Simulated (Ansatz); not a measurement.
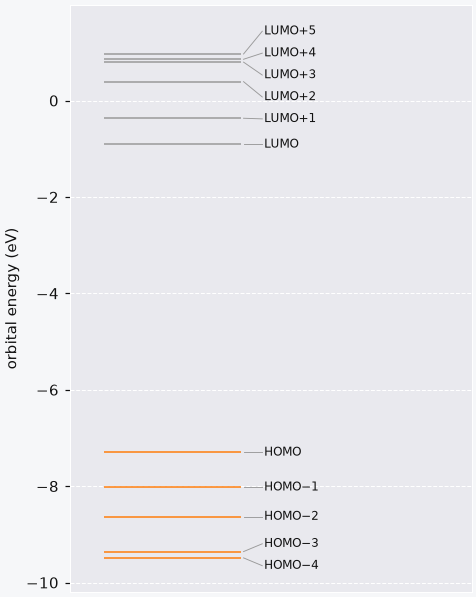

Kohn-Sham orbital energies near the frontier, B3LYP/def2-TZVPP in the Ansatz code, at a PBE0-D4/def2-TZVP geometry (no frequency check), isolated molecule; empty levels in grey, levels within 0.03 eV side by side.

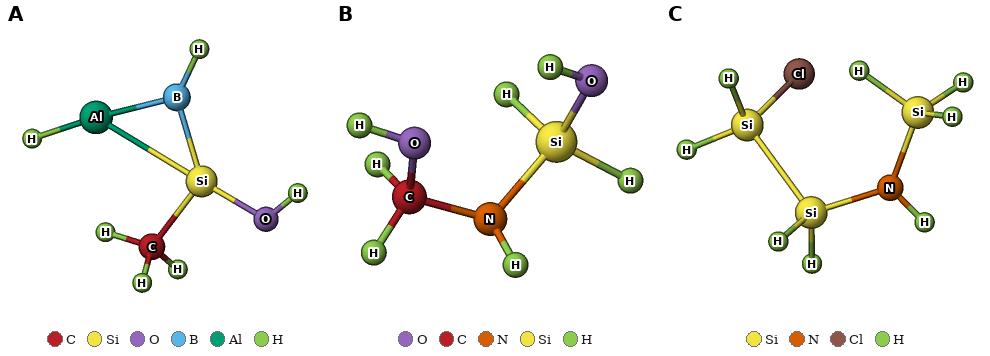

**Which molecule has this level scheme? Choose among the lettered structures.**

Structure C, Si₃NH₈Cl, SMILES [SiH3]N[SiH2][SiH2]Cl. HOMO −7.30 eV, LUMO −0.91 eV, separation 6.39 eV.

Known limits of this run: one conformer of a flexible molecule; empty levels above zero depend strongly on the basis.
